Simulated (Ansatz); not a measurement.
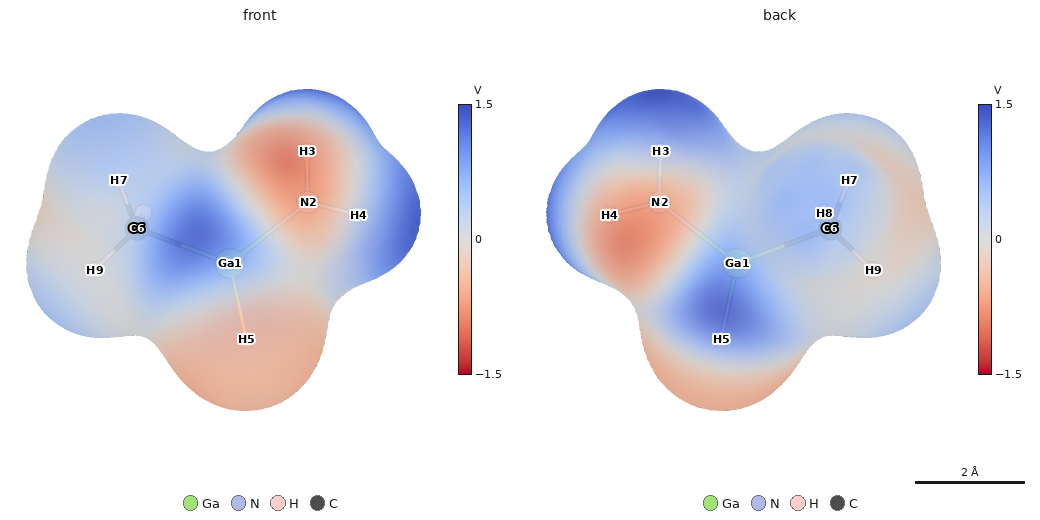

The picture shows: CH₆GaN. The electrostatic potential painted on the density surface at 0.002 e/bohr³, seen from the front and from behind; the colour scale runs from red (negative) to blue (positive).

Level of theory: Ansatz 0.2.0, RKS PBE/def2-SVP.

The calculation's input:

```
crystal:
  periodic: [false, false, false]
  atoms:
    - { symbol: Ga, position_ang: [0.0, 0.0, 0.0] }
    - { symbol: "N", position_ang: [0.0, 0.0, 1.93] }
    - { symbol: H, position_ang: [-0.877, -0.2713, 2.46] }
    - { symbol: H, position_ang: [0.877, 0.2713, 2.46] }
    - { symbol: H, position_ang: [1.3596, 0.0, -0.785] }
    - { symbol: C, position_ang: [-1.7147, 0.0, -0.99] }
    - { symbol: H, position_ang: [-2.2748, -0.9305, -0.7608] }
    - { symbol: H, position_ang: [-2.3188, 0.8797, -0.6846] }
    - { symbol: H, position_ang: [-1.513, 0.0508, -2.0803] }
basis:
  gaussian: { orbitals: def2-SVP }
hamiltonian:
  xc: pbe
relax:
  f_tol: 0.02
  max_steps: 40
output:
  orbitals: {}
```

Launched as:

```sh
ansatz run input.yaml --threads 1 --pin off --max-ram 2048MiB --backend cpu --events-out ev --progress --plain --runs-dir out
```

The fields are those of the run's last geometry, not of the input's.

Q: Describe the electrostatic potential map.

A: The most negative region (about −0.9 V, or −21 kcal/mol for a unit charge) lies over N2, the most positive (about +1.4 V, or +32 kcal/mol for a unit charge) over H3 and H4.
